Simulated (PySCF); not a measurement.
**BSiH4OF (SMILES FBO[SiH3]) at 4 levels**

Wanted: a comparison of 4 runs (PBE/pc-0, PBE/pc-1, PBE/aug-pc-1, PBE/pc-2) of BSiH4OF. 

Program for the calculation: PySCF 2.14.0.

3 further runs of the same task are left out: 3 set aside as unsound or not needed.

## (1) The system as given

BSiH4OF has 8 atoms, charge 0, and is taken as a singlet. SMILES: `FBO[SiH3]`. The coordinates come from a PBE0-D4/def2-TZVP relaxation. This is one conformer, not always the lowest.

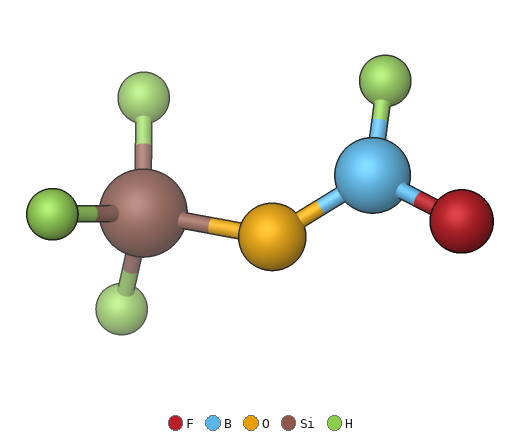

The structure, seen from a chosen angle (fluorine red, boron blue, oxygen amber, silicon brown, hydrogen green).

## (2) The energy at PBE/pc-0 (run 1)

Contents of run.py:

```python
from pyscf import gto, dft

molecule = gto.M(
    atom='''
F     -3.022428    -3.211023     2.694938
B     -1.295218    -1.488348     2.141060
O     -0.921241    -0.901588    -0.297821
Si     0.984547     1.082435    -1.786547
H     -0.142296    -0.526289     3.835766
H     -0.599232     2.893171    -3.217070
H      2.590248     2.448518     0.065385
H      2.579476    -0.404968    -3.540780
''',
    max_memory=1860,
    basis='pc-0',
    verbose=3,
    unit='bohr',
)

calc0 = dft.RKS(molecule, xc='pbe')
calc0.grids.level = 4
calc0.conv_tol = 1e-10
calc0.kernel()
if not calc0.converged:
    calc0 = calc0.newton().run(calc0.mo_coeff, calc0.mo_occ)

e_tot = calc0.e_tot
print('Final energy', e_tot)
```

Command:

```sh
OMP_NUM_THREADS=1 python run.py
```

Output:

```text
converged SCF energy = -490.820300966731
Final energy -490.8203009667309
```

Wall time 5.4 s (1 thread of Intel Xeon 6975P-C (Granite Rapids), shared host); peak memory 0.28 GiB.

## (3) The energy at PBE/pc-1 (run 2)

Contents of input.xyz:

```xyz
8
BFH4OSi
F     -1.599400    -1.699200     1.426100
B     -0.685400    -0.787600     1.133000
O     -0.487500    -0.477100    -0.157600
Si     0.521000     0.572800    -0.945400
H     -0.075300    -0.278500     2.029800
H     -0.317100     1.531000    -1.702400
H      1.370700     1.295700     0.034600
H      1.365000    -0.214300    -1.873700
```

Contents of run.py:

```python
from pyscf import gto, dft

mol = gto.M(
    atom='input.xyz',
    max_memory=1860,
    basis='pc-1',
    verbose=3,
    spin=0,
)

mf = dft.RKS(mol)
mf.xc = 'pbe'
mf.conv_tol = 1e-10
mf.grids.level = 4
mf.kernel()
if not mf.converged:
    mf = mf.newton().run(mf.mo_coeff, mf.mo_occ)

etot = mf.e_tot
print('E = %.10f Eh' % etot)
```

Command:

```sh
OMP_NUM_THREADS=1 python run.py
```

Output:

```text
converged SCF energy = -491.534795967298
E = -491.5347959673 Eh
```

It took 7.5 s on 1 thread of Intel Xeon 6975P-C (Granite Rapids), shared host; peak memory 0.39 GiB.

Run 3 isn't shown in full; the table further down has it.

## (4) A single-point energy at PBE/pc-2 (run 4)

Contents of input.py:

```python
from pyscf import gto, dft

mol = gto.M(
    atom=[
    ('F', (-1.599400, -1.699200, 1.426100)),
    ('B', (-0.685400, -0.787600, 1.133000)),
    ('O', (-0.487500, -0.477100, -0.157600)),
    ('Si', (0.521000, 0.572800, -0.945400)),
    ('H', (-0.075300, -0.278500, 2.029800)),
    ('H', (-0.317100, 1.531000, -1.702400)),
    ('H', (1.370700, 1.295700, 0.034600)),
    ('H', (1.365000, -0.214300, -1.873700)),
],
    max_memory=1860,
    basis='pc-2',
    spin=0,
    verbose=4,
)

ks = dft.RKS(mol, xc='pbe')
ks.grids.level = 4
ks.conv_tol = 1e-10
ks.kernel()
if not ks.converged:
    ks = ks.newton().run(ks.mo_coeff, ks.mo_occ)

e_tot = ks.e_tot
print('Final energy', e_tot)
```

Command:

```sh
OMP_NUM_THREADS=1 python input.py
```

Output:

```text
PySCF version 2.14.0

[... 81 lines left out ...]
converged SCF energy = -491.68410441175
Final energy -491.68410441175024
```

Run time: 21 s. Hardware: 1 thread of Intel Xeon 6975P-C (Granite Rapids), shared host; peak memory 1.6 GiB.

## (5) The series

| run | level | energy (Eh) | dipole moment (D) | HOMO energy (eV) | LUMO energy (eV) | wall time |
| --- | --- | --- | --- | --- | --- | --- |
| 1 | PBE/pc-0 | -490.820301 | 2.54 | -7.68 | -0.51 | 5.4 s |
| 2 | PBE/pc-1 | -491.534796 | 1.92 | -7.91 | -0.72 | 7.5 s |
| 3 | PBE/aug-pc-1 | -491.545746 | 1.82 | -7.97 | -1.03 | 13 s |
| 4 | PBE/pc-2 | -491.684104 | 1.85 | -7.95 | -0.94 | 21 s |

Convergence of the dipole moment of singlet BSiH4OF with the basis set, against the last point:

| basis set | from the last (D) | wall time |
| --- | --- | --- |
| pc-0 | +0.6809 | 5.4 s |
| pc-1 | +0.0677 | 7.5 s |
| aug-pc-1 | -0.0306 | 13 s |
| pc-2 | +0.0000 | 21 s |

Convergence of the HOMO energy of singlet BSiH4OF with the basis set, against the last point:

| basis set | from the last (eV) | wall time |
| --- | --- | --- |
| pc-0 | +0.2723 | 5.4 s |
| pc-1 | +0.0414 | 7.5 s |
| aug-pc-1 | -0.0199 | 13 s |
| pc-2 | +0.0000 | 21 s |

## (6) Results

| quantity | value |
| --- | --- |
| run 4: total energy | -491.68410 Eh |
| run 4: dipole moment | 1.85 D |
| run 4: HOMO energy | -7.95 eV |
| run 4: LUMO energy | -0.94 eV |
| run 4: HOMO–LUMO gap | 7.01 eV |

**Reading.** For the dipole moment of singlet BSiH4OF to stay within 0.1 D of the last point, pc-1 is the first point of the series from which all later ones do (7.5 s against 21 s). For the HOMO energy of singlet BSiH4OF to stay within 0.1 eV of the last point, pc-1 is the first point of the series from which all later ones do (7.5 s against 21 s). The dipole moment (its size) runs from 1.82 D (PBE/aug-pc-1) to 2.54 D (PBE/pc-0). The HOMO–LUMO gap runs from 6.94 eV (PBE/aug-pc-1) to 7.19 eV (PBE/pc-1). All runs together took 47 s, the longest 21 s.
